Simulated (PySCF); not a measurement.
**Run report: ZrSiH₆O₄, geometry relaxation**

- system: ZrSiH₆O₄ ((OH)3Zr-O-SiH3)
- method: PBE0-D3(BJ)/def2-SVP geometry optimisation, gas phase (PySCF 2.14.0)

It belongs to a series of runs on one base structure; here: OH, O.

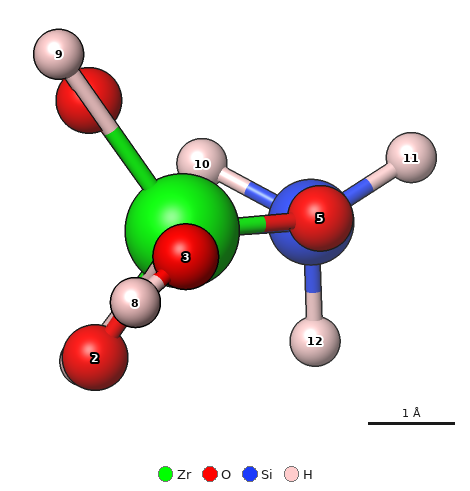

**Figure 1.** The input geometry (ball-and-stick view, seen at a tilt; atoms are numbered from 1 in the order of the input). Sticks mark near contacts.

Summary:

- outcome: converged
- total energy: −640.571388 hartree
- dipole moment: 2.28 D
- point group: C1
- hardware: 1 CPU thread, shared host
- wall time: 3.1 min
- peak memory: 0.55 GiB

Input:
```
{"job": {"xc": "PBE0", "basis": "def2-SVP", "d3": "d3bj", "grid": 1, "maxiter": 30, "shake": 0.03, "kind": "geom"}, "charge": 0, "multiplicity": 1}
Zr    -0.806760    -0.257690    -0.130740
O     -0.593130     1.295870    -1.269530
O     -2.399600    -1.184060    -0.800010
O     -1.301210     0.428450     1.556990
O      0.761550    -1.210080    -0.066370
Si     2.079620    -0.304770     0.216860
H      0.193970     1.901530    -1.103090
H     -3.008890    -0.773380    -1.307980
H     -2.271380     0.167490     1.965300
H      1.748180     0.835740     1.161970
H      3.074240    -1.197840     0.871630
H      2.638880     0.216010    -1.044050
```

The first line tells a small driver script what to run in PySCF; the rest is the geometry in Å.

Launch command:
```bash
OMP_NUM_THREADS=1 python <driver script> task.json out
```

Log:
```
step   0  E = -640.50892073  max force = 0.095517
step   1  E = -640.54813564  max force = 0.023044
step   2  E = -640.55300674  max force = 0.011894
step   3  E = -640.55707490  max force = 0.008255
step   4  E = -640.56166796  max force = 0.011087
step   5  E = -640.56557718  max force = 0.009845
step   6  E = -640.56624586  max force = 0.030406
step   7  E = -640.56916661  max force = 0.009490
step   8  E = -640.57007566  max force = 0.004720
step   9  E = -640.57061130  max force = 0.003411
step  10  E = -640.57088415  max force = 0.002655
step  11  E = -640.57107052  max force = 0.001441
step  12  E = -640.57116247  max force = 0.001212
step  13  E = -640.57123780  max force = 0.000765
step  14  E = -640.57130153  max force = 0.000979
step  15  E = -640.57134992  max force = 0.001005
step  16  E = -640.57138081  max force = 0.000590
step  17  E = -640.57138778  max force = 0.000358
optimisation converged
```

Trajectory as extended XYZ (Å, eV, eV/Å), 18 frames, from step=0 to step=17:
```
12
Properties=species:S:1:pos:R:3:forces:R:3 step=0 energy=-17429.13549
Zr   -0.8068   -0.2577   -0.1307   -4.9117   1.1613  -1.7804
O    -0.5931    1.2959   -1.2695    2.2342   1.6157   0.1532
O    -2.3996   -1.1841   -0.8000    3.3063  -2.2454   2.5776
O    -1.3012    0.4284    1.5570   -4.3020  -0.5874   3.5904
O     0.7615   -1.2101   -0.0664    2.5226  -2.4130  -0.0510
Si    2.0796   -0.3048    0.2169    2.1433  -0.0600   0.8061
H     0.1940    1.9015   -1.1031   -1.6764  -0.8935  -0.5914
H    -3.0089   -0.7734   -1.3080   -3.3994   1.9636  -2.7488
H    -2.2714    0.1675    1.9653    3.8852   1.1813  -1.4689
H     1.7482    0.8357    1.1620   -0.0971  -0.1581  -0.3175
H     3.0742   -1.1978    0.8716    0.1951   0.1765   0.0998
H     2.6389    0.2160   -1.0440    0.0998   0.2589  -0.2692
12
Properties=species:S:1:pos:R:3:forces:R:3 step=1 energy=-17430.20258
Zr   -0.8839   -0.2498   -0.1439   -1.1850   0.5470  -0.1514
O    -0.6128    1.3425   -1.2882    0.4466  -0.5999   0.6498
O    -2.4511   -1.2108   -0.8607    0.8306   0.2114   0.3970
O    -1.3680    0.4447    1.6457   -0.3691  -0.6038  -0.4044
O     0.8235   -1.2527   -0.0645   -0.7590   0.2326  -0.1195
Si    2.1548   -0.3347    0.2427    1.0207  -0.4011   0.2136
H     0.1254    1.9546   -1.1574   -0.2912   0.0585  -0.2152
H    -3.1215   -0.8167   -1.4183   -0.3110  -0.0232  -0.2287
H    -2.2273    0.2355    2.0532    0.5118   0.2454  -0.0654
H     1.7907    0.7912    1.1696   -0.0402   0.0463  -0.1005
H     3.1740   -1.2060    0.8967    0.1051   0.1570   0.0571
H     2.7116    0.2196   -1.0240    0.0406   0.1297  -0.0325
12
Properties=species:S:1:pos:R:3:forces:R:3 step=2 energy=-17430.33513
Zr   -0.9277   -0.2280   -0.1490    0.0157  -0.0048   0.1534
O    -0.6305    1.3324   -1.2646    0.2111  -0.1097   0.1107
O    -2.4411   -1.1968   -0.8712   -0.3572   0.0673  -0.2814
O    -1.3855    0.4333    1.6324    0.5289  -0.1196  -0.4852
O     0.7960   -1.2206   -0.0664   -0.1665   0.4243  -0.0063
Si    2.1828   -0.3589    0.2520    0.2492  -0.3644  -0.0261
H     0.0740    1.9772   -1.1702   -0.0176   0.2856  -0.1710
H    -3.1347   -0.8500   -1.4494    0.1097  -0.2837   0.1180
H    -2.2077    0.2577    2.0720   -0.6116  -0.0006   0.5509
H     1.8290    0.7847    1.1575    0.0286   0.0522  -0.0071
H     3.2025   -1.2231    0.9159    0.0019   0.0545   0.0201
H     2.7583    0.2092   -1.0081    0.0077  -0.0011   0.0239
12
Properties=species:S:1:pos:R:3:forces:R:3 step=3 energy=-17430.44583
Zr   -0.9661   -0.1910   -0.1581    0.2753  -0.2721   0.0044
O    -0.6528    1.3683   -1.2561    0.1540   0.0196   0.0479
O    -2.4481   -1.2033   -0.8987   -0.4190   0.1642  -0.3411
O    -1.4119    0.4196    1.6313   -0.1657  -0.1302   0.0164
O     0.7752   -1.1593   -0.0700    0.1602   0.4245   0.0581
Si    2.2272   -0.3954    0.2656   -0.2971  -0.0612  -0.1462
H    -0.0097    2.0789   -1.2296   -0.0451   0.2037  -0.1347
H    -3.1690   -0.9542   -1.4976    0.3051  -0.2759   0.2552
H    -2.2102    0.2837    2.1480    0.0407   0.1059   0.1643
H     1.9139    0.7749    1.1529    0.0906   0.0083   0.0523
H     3.2234   -1.2740    0.9434   -0.0807  -0.0775   0.0023
H     2.8437    0.1690   -0.9802   -0.0184  -0.1092   0.0212
12
Properties=species:S:1:pos:R:3:forces:R:3 step=4 energy=-17430.57082
Zr   -1.0127   -0.1155   -0.1814    0.3945  -0.2083   0.0325
O    -0.7106    1.4669   -1.2477    0.0486  -0.0161   0.0880
O    -2.4299   -1.2101   -0.9376   -0.1869   0.1512  -0.2322
O    -1.4639    0.3995    1.6315   -0.0500  -0.0307  -0.1536
O     0.7510   -1.0314   -0.0798    0.3434   0.2165   0.0790
Si    2.2816   -0.4497    0.2871   -0.5701   0.3527  -0.1325
H    -0.2082    2.2760   -1.3548   -0.0966   0.0383  -0.0637
H    -3.1725   -1.1568   -1.5516    0.2477  -0.1312   0.1940
H    -2.1755    0.3251    2.2663   -0.0423   0.0506   0.1721
H     2.0813    0.7504    1.1699    0.1130  -0.0576   0.0682
H     3.1926   -1.4006    0.9839   -0.1553  -0.2027  -0.0126
H     2.9823    0.0636   -0.9347   -0.0460  -0.1628  -0.0394
12
Properties=species:S:1:pos:R:3:forces:R:3 step=5 energy=-17430.67719
Zr   -1.0422   -0.0127   -0.2180    0.5063  -0.3625   0.3651
O    -0.8026    1.5974   -1.2369   -0.0295   0.0750  -0.0288
O    -2.3632   -1.2018   -0.9805   -0.0128   0.1077  -0.1330
O    -1.5248    0.3908    1.6065   -0.3037   0.0426   0.1213
O     0.7470   -0.8652   -0.0871    0.2705   0.0889   0.0348
Si    2.3254   -0.4932    0.3221   -0.4893   0.4136  -0.1078
H    -0.5001    2.4614   -1.5108   -0.0471   0.0427  -0.0341
H    -3.0887   -1.3905   -1.5757    0.0190  -0.0759   0.0110
H    -2.1166    0.3750    2.3646    0.2141   0.0321  -0.1929
H     2.2880    0.7029    1.2286    0.0767  -0.0558   0.0576
H     3.0825   -1.5720    1.0200   -0.1728  -0.1802  -0.0362
H     3.1106   -0.0747   -0.8820   -0.0314  -0.1281  -0.0569
12
Properties=species:S:1:pos:R:3:forces:R:3 step=6 energy=-17430.69539
Zr   -1.0476    0.0785   -0.2433    0.2728  -0.2961   0.2151
O    -0.8948    1.7320   -1.2202    0.1137   1.4677  -0.7617
O    -2.2835   -1.1835   -1.0279   -0.7563  -0.3544  -0.8152
O    -1.5768    0.3887    1.5768   -0.4656   0.1394   0.6420
O     0.7584   -0.7156   -0.0971    0.3477   0.1590   0.0846
Si    2.3537   -0.5217    0.3613   -0.2575   0.0173  -0.0236
H    -0.7945    2.6145   -1.6573   -0.1964  -1.5635   0.7927
H    -2.9742   -1.5963   -1.5869    0.8961   0.5010   0.7330
H    -2.0398    0.4323    2.4277    0.3841  -0.0203  -0.6754
H     2.4787    0.6378    1.3199   -0.0287  -0.1865  -0.0805
H     2.9279   -1.7525    1.0277   -0.2355   0.2112  -0.1534
H     3.2080   -0.1969   -0.8297   -0.0742  -0.0747   0.0425
12
Properties=species:S:1:pos:R:3:forces:R:3 step=7 energy=-17430.77486
Zr   -1.0329    0.0828   -0.2137   -0.0253  -0.1082   0.0694
O    -0.9183    1.7309   -1.2021    0.0293   0.4110  -0.2193
O    -2.2301   -1.1865   -1.0330   -0.4034  -0.1976  -0.4880
O    -1.6080    0.4155    1.5887    0.0132   0.0437  -0.1237
O     0.7687   -0.6893   -0.0813    0.1490   0.1830   0.0364
Si    2.3584   -0.5101    0.3524   -0.0111  -0.2341  -0.0436
H    -0.8394    2.5925   -1.6278   -0.0627  -0.4553   0.2340
H    -2.8935   -1.6020   -1.6017    0.4548   0.2494   0.4017
H    -2.0851    0.4691    2.4110   -0.0709   0.0279   0.1648
H     2.5372    0.6179    1.3268   -0.0371  -0.0403  -0.0481
H     2.8596   -1.7738    0.9868   -0.0169   0.0978  -0.0151
H     3.1988   -0.2297   -0.8552   -0.0189   0.0227   0.0315
12
Properties=species:S:1:pos:R:3:forces:R:3 step=8 energy=-17430.79960
Zr   -1.0314    0.1098   -0.1909   -0.1131  -0.0699   0.0491
O    -0.9616    1.7590   -1.1778    0.0084  -0.1110   0.0414
O    -2.1666   -1.1784   -1.0597   -0.1124  -0.0344  -0.1762
O    -1.6627    0.4413    1.5955   -0.0774   0.0161   0.0965
O     0.7804   -0.6324   -0.0625   -0.0157   0.1846   0.0220
Si    2.3760   -0.5298    0.3484    0.0644  -0.2427  -0.0406
H    -0.9471    2.5989   -1.6282   -0.0091   0.0943  -0.0421
H    -2.7800   -1.6457   -1.6291    0.1178   0.0646   0.1281
H    -2.1288    0.5221    2.4279    0.0742   0.0020  -0.1087
H     2.6176    0.5752    1.3276   -0.0087   0.0321   0.0020
H     2.8097   -1.8202    0.9681    0.0547   0.0349   0.0150
H     3.2101   -0.2827   -0.8684    0.0169   0.0293   0.0135
12
Properties=species:S:1:pos:R:3:forces:R:3 step=9 energy=-17430.81418
Zr   -1.0383    0.1512   -0.1697   -0.0395  -0.0715  -0.0364
O    -1.0167    1.8042   -1.1486    0.0226  -0.0778   0.0232
O    -2.0959   -1.1586   -1.0933   -0.0046   0.0345  -0.0049
O    -1.7316    0.4634    1.5950    0.0715  -0.0309  -0.0864
O     0.7913   -0.5466   -0.0329   -0.0622   0.1754   0.0472
Si    2.3952   -0.5628    0.3490    0.0641  -0.1425  -0.0195
H    -1.0976    2.6130   -1.6460   -0.0020   0.1009  -0.0475
H    -2.6402   -1.7084   -1.6506   -0.0538  -0.0595  -0.0259
H    -2.1561    0.5820    2.4390   -0.0685   0.0260   0.1305
H     2.7242    0.5135    1.3342    0.0051   0.0291   0.0141
H     2.7564   -1.8826    0.9519    0.0458   0.0085   0.0045
H     3.2247   -0.3511   -0.8770    0.0214   0.0078   0.0010
12
Properties=species:S:1:pos:R:3:forces:R:3 step=10 energy=-17430.82160
Zr   -1.0458    0.1761   -0.1621   -0.0326  -0.0731  -0.0684
O    -1.0483    1.8333   -1.1366    0.0173  -0.0645   0.0159
O    -2.0599   -1.1498   -1.1154    0.0517   0.0866   0.0612
O    -1.7759    0.4718    1.5918    0.0309  -0.0260   0.0262
O     0.7994   -0.4782   -0.0069   -0.0382   0.1365   0.0680
Si    2.4072   -0.5799    0.3509    0.0361  -0.0300  -0.0096
H    -1.1885    2.6166   -1.6628    0.0071   0.0576  -0.0212
H    -2.5605   -1.7560   -1.6540   -0.0695  -0.0719  -0.0411
H    -2.1709    0.6171    2.4491   -0.0070  -0.0005  -0.0226
H     2.7982    0.4709    1.3432   -0.0045   0.0025   0.0017
H     2.7278   -1.9180    0.9353    0.0074  -0.0108  -0.0038
H     3.2325   -0.3866   -0.8814    0.0014  -0.0064  -0.0063
12
Properties=species:S:1:pos:R:3:forces:R:3 step=11 energy=-17430.82667
Zr   -1.0527    0.2016   -0.1583    0.0290  -0.0257  -0.0322
O    -1.0746    1.8616   -1.1268   -0.0203   0.0412  -0.0593
O    -2.0176   -1.1418   -1.1344   -0.0049  -0.0089  -0.0090
O    -1.8220    0.4717    1.5821    0.0202  -0.0184   0.0726
O     0.8084   -0.3902    0.0307    0.0274   0.0527   0.0741
Si    2.4155   -0.5883    0.3552    0.0068   0.0219  -0.0153
H    -1.2733    2.6143   -1.6812    0.0291  -0.0075   0.0269
H    -2.4715   -1.8098   -1.6424   -0.0374  -0.0216  -0.0052
H    -2.1854    0.6429    2.4488   -0.0140  -0.0082  -0.0379
H     2.8796    0.4249    1.3556   -0.0094  -0.0103  -0.0038
H     2.6814   -1.9508    0.9115   -0.0177  -0.0073  -0.0066
H     3.2277   -0.4187   -0.8897   -0.0089  -0.0079  -0.0044
12
Properties=species:S:1:pos:R:3:forces:R:3 step=12 energy=-17430.82917
Zr   -1.0545    0.2077   -0.1592   -0.0187   0.0218  -0.0439
O    -1.0787    1.8712   -1.1287   -0.0301  -0.0585   0.0030
O    -2.0088   -1.1447   -1.1415    0.0623   0.0512   0.0366
O    -1.8385    0.4633    1.5793    0.0583  -0.0259  -0.0300
O     0.8155   -0.3461    0.0523    0.0004   0.0003   0.0493
Si    2.4211   -0.5859    0.3575   -0.0086   0.0413  -0.0218
H    -1.2845    2.6195   -1.6860    0.0232   0.0046   0.0173
H    -2.4562   -1.8307   -1.6316   -0.0286  -0.0082  -0.0004
H    -2.2016    0.6385    2.4446   -0.0265  -0.0013  -0.0061
H     2.9161    0.4104    1.3590   -0.0009  -0.0094  -0.0001
H     2.6624   -1.9579    0.9009   -0.0221  -0.0114  -0.0015
H     3.2230   -0.4281   -0.8957   -0.0087  -0.0045  -0.0024
12
Properties=species:S:1:pos:R:3:forces:R:3 step=13 energy=-17430.83123
Zr   -1.0536    0.2074   -0.1632    0.0039   0.0370   0.0133
O    -1.0770    1.8682   -1.1335   -0.0379  -0.0258  -0.0120
O    -2.0093   -1.1468   -1.1386    0.0393  -0.0025  -0.0077
O    -1.8372    0.4532    1.5755    0.0181   0.0014   0.0272
O     0.8193   -0.3265    0.0607    0.0199  -0.0305   0.0287
Si    2.4240   -0.5799    0.3582   -0.0273   0.0245  -0.0234
H    -1.2671    2.6264   -1.6822    0.0161   0.0178   0.0066
H    -2.4701   -1.8307   -1.6194   -0.0193  -0.0003   0.0030
H    -2.2166    0.6215    2.4359   -0.0066  -0.0064  -0.0391
H     2.9305    0.4094    1.3602    0.0062  -0.0060   0.0005
H     2.6518   -1.9562    0.8964   -0.0104  -0.0103   0.0032
H     3.2205   -0.4286   -0.8991   -0.0020   0.0012  -0.0004
12
Properties=species:S:1:pos:R:3:forces:R:3 step=14 energy=-17430.83296
Zr   -1.0512    0.2044   -0.1654    0.0005   0.0257   0.0143
O    -1.0760    1.8603   -1.1422   -0.0301  -0.0458   0.0113
O    -2.0142   -1.1530   -1.1296    0.0504   0.0126  -0.0012
O    -1.8278    0.4485    1.5756    0.0169   0.0121  -0.0031
O     0.8225   -0.3245    0.0616    0.0048  -0.0275   0.0140
Si    2.4271   -0.5756    0.3567   -0.0226  -0.0038  -0.0207
H    -1.2322    2.6391   -1.6709    0.0033   0.0441  -0.0158
H    -2.5018   -1.8192   -1.6081   -0.0224  -0.0167  -0.0090
H    -2.2394    0.6026    2.4229   -0.0159   0.0031   0.0031
H     2.9349    0.4116    1.3595    0.0090   0.0008   0.0033
H     2.6521   -1.9533    0.8926    0.0025  -0.0086   0.0046
H     3.2213   -0.4237   -0.9018    0.0036   0.0040  -0.0007
12
Properties=species:S:1:pos:R:3:forces:R:3 step=15 energy=-17430.83428
Zr   -1.0478    0.2081   -0.1634    0.0037   0.0113   0.0154
O    -1.0840    1.8567   -1.1498   -0.0175  -0.0354   0.0156
O    -2.0043   -1.1581   -1.1201    0.0386   0.0119  -0.0014
O    -1.8254    0.4546    1.5764    0.0088   0.0188  -0.0028
O     0.8265   -0.3164    0.0667   -0.0119  -0.0149   0.0086
Si    2.4298   -0.5786    0.3538   -0.0010  -0.0215  -0.0154
H    -1.2135    2.6524   -1.6598   -0.0029   0.0517  -0.0253
H    -2.5105   -1.8125   -1.5950   -0.0256  -0.0289  -0.0194
H    -2.2703    0.5988    2.4083   -0.0142   0.0054   0.0171
H     2.9493    0.3970    1.3616    0.0069   0.0051   0.0051
H     2.6458   -1.9620    0.8791    0.0094  -0.0069   0.0035
H     3.2199   -0.4228   -0.9067    0.0059   0.0035  -0.0010
12
Properties=species:S:1:pos:R:3:forces:R:3 step=16 energy=-17430.83512
Zr   -1.0445    0.2178   -0.1584    0.0006  -0.0048   0.0003
O    -1.0978    1.8588   -1.1563   -0.0012  -0.0146   0.0136
O    -1.9847   -1.1617   -1.1119    0.0180   0.0113   0.0032
O    -1.8278    0.4708    1.5783    0.0050   0.0141  -0.0070
O     0.8308   -0.3032    0.0754   -0.0262   0.0001   0.0098
Si    2.4315   -0.5895    0.3502    0.0185  -0.0201  -0.0081
H    -1.2088    2.6672   -1.6510   -0.0039   0.0304  -0.0174
H    -2.5017   -1.8115   -1.5820   -0.0161  -0.0211  -0.0162
H    -2.3027    0.6109    2.3943   -0.0075   0.0048   0.0187
H     2.9703    0.3656    1.3680    0.0017   0.0037   0.0040
H     2.6332   -1.9825    0.8564    0.0076  -0.0039  -0.0001
H     3.2176   -0.4256   -0.9120    0.0035   0.0002  -0.0006
12
Properties=species:S:1:pos:R:3:forces:R:3 step=17 energy=-17430.83531
Zr   -1.0434    0.2260   -0.1553   -0.0031  -0.0012  -0.0102
O    -1.1042    1.8648   -1.1571    0.0045  -0.0006   0.0062
O    -1.9722   -1.1601   -1.1108    0.0004   0.0021   0.0015
O    -1.8317    0.4838    1.5791    0.0018   0.0065  -0.0035
O     0.8319   -0.2939    0.0815   -0.0184   0.0010   0.0134
Si    2.4307   -0.6001    0.3489    0.0159  -0.0065  -0.0057
H    -1.2160    2.6744   -1.6508   -0.0004   0.0039  -0.0029
H    -2.4865   -1.8149   -1.5777   -0.0027  -0.0027  -0.0043
H    -2.3119    0.6278    2.3916    0.0010   0.0017   0.0062
H     2.9819    0.3395    1.3748   -0.0011  -0.0006   0.0015
H     2.6215   -2.0000    0.8403    0.0016  -0.0018  -0.0021
H     3.2154   -0.4301   -0.9135    0.0005  -0.0018  -0.0001
```

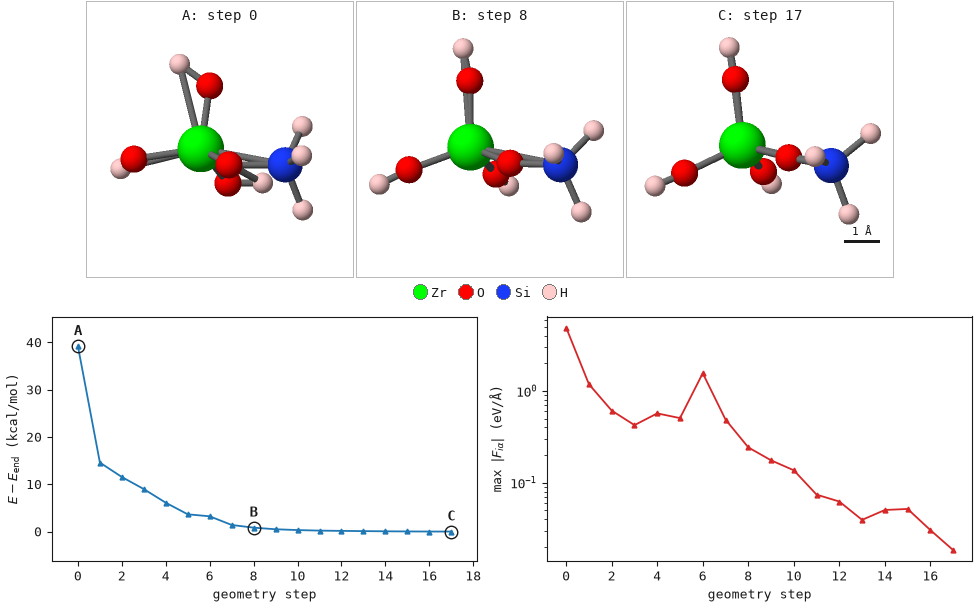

**Figure 2.** Frames of the relaxation (ball-and-stick view, seen at a tilt) above the curves, on which the letters mark them (steps are counted from 0).

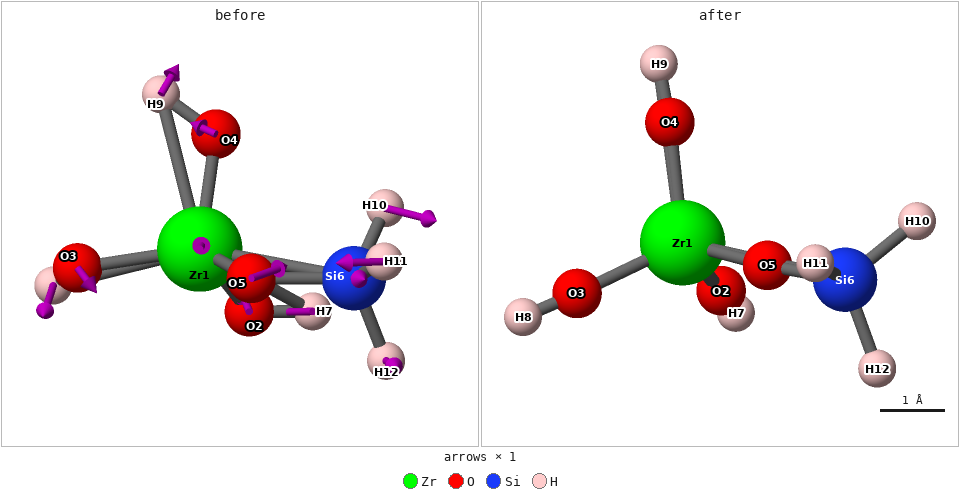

**Figure 3.** Before (left) and after (right) the relaxation, at one scale (ball-and-stick view, seen at a tilt). The pink arrows give the displacements, at true length. The largest move after the best rigid fit is that of H7, 1.72 Å. By element the largest moves are H 1.72 Å, O 0.94 Å, Zr 0.53 Å, Si 0.46 Å. Among the contacts that change: Zr1–Si6 2.908 → 3.606 Å, Zr1–H8 2.550 → 2.876 Å, Zr1–H7 2.571 → 2.874 Å, Zr1–H9 2.592 → 2.874 Å. Among the angles that change: Zr1–O5–Si6 114.2° → 174.8°, Zr1–O2–H7 118.1° → 175.1°, Zr1–O4–H9 118.9° → 173.8°. After 17 geometry steps the energy has fallen by 39.2 kcal/mol. The largest force component goes from 4.9 to 0.018 eV/Å. (Atoms are counted from 1 in the order of the input.)
